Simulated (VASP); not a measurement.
Band structure of Ru₃Rh (space group P6_3/mmc). All values below come from PBEsol GGA, VASP's PBE PAW potentials (set 64) (plane waves; VASP 6.6.1).

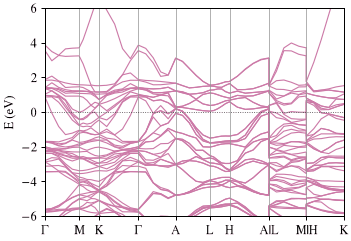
Fig. 1. Bands along high-symmetry lines, zero at the valence-band maximum or, without a gap, the Fermi level

**Question.** Read the plot: is there a gap, and where are the band edges?

**Answer.** It has no gap at this level: it comes out as a metal or semimetal.

The structure comes from a computed database's Ru3Rh entry (P6_3/mmc); how it stands against other phases isn't given here. The cell was not relaxed at this level.
